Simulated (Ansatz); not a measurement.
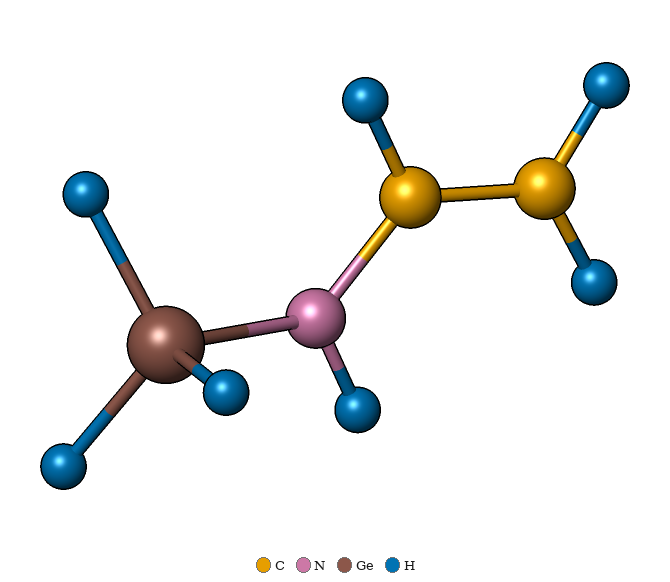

Harmonic vibrations computed with RKS PBE0-D4/def2-TZVP (Ansatz 0.2.0) at a stationary point of the same level.

Question: Is this a minimum or a saddle point?

Answer: A minimum: no imaginary frequency, and the lowest mode lies at 78 cm⁻¹.

Question: How many vibrational modes are there, and where do they lie?

Answer: 27 modes: 78, 92, 201, 391, 505, 599, 618, 698, 752, 815, 845, 871, 890, 1003, 1006, 1239, 1336, 1351, 1463, 1709, 2124, 2169, 2179, 3152, 3165, 3265, 3608 cm⁻¹.
